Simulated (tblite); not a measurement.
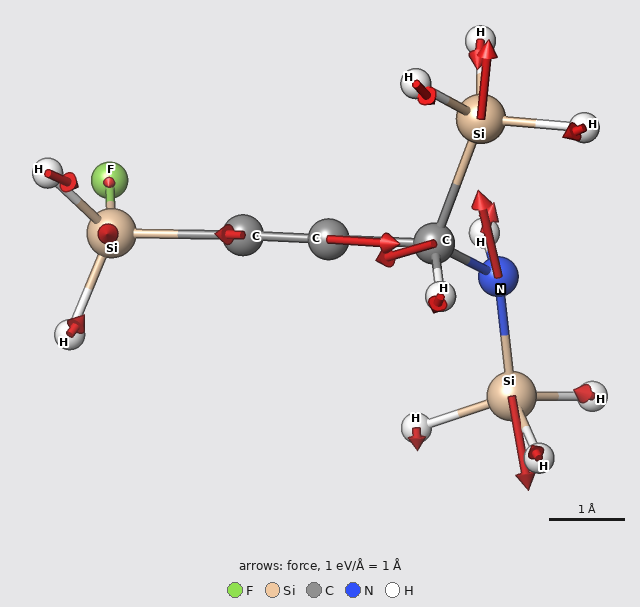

Starting geometry of C3H10FNSi3 with the computed forces as red arrows. A ball-and-stick model, seen at a tilt.

Computed with GFN2-xTB geometry optimisation, gas phase (tblite 0.8.0). 

What follows when this structure is relaxed?

It isn't relaxed: the largest force vector, on the N atom, is 1.34 eV/Å. The final displacements have little in common with the starting forces (cosine between the two patterns 0.26). The atom that moves furthest after the best rigid fit is an H atom (0.33 Å). Largest moves by element: H 0.33 Å, F 0.11 Å, C 0.08 Å, Si 0.07 Å, N 0.05 Å. Some distances before and after: C–C 1.482 → 1.443 Å, H–Si 1.502 → 1.464 Å, N–Si 1.693 → 1.723 Å, C–Si 1.861 → 1.837 Å. Bond angles that change, for instance: Si–N–H 108.4° → 117.0°, N–Si–H 108.0° → 115.8°, H–Si–H 108.9° → 115.5°. Over 71 geometry steps the energy falls by 25.0 kJ/mol.
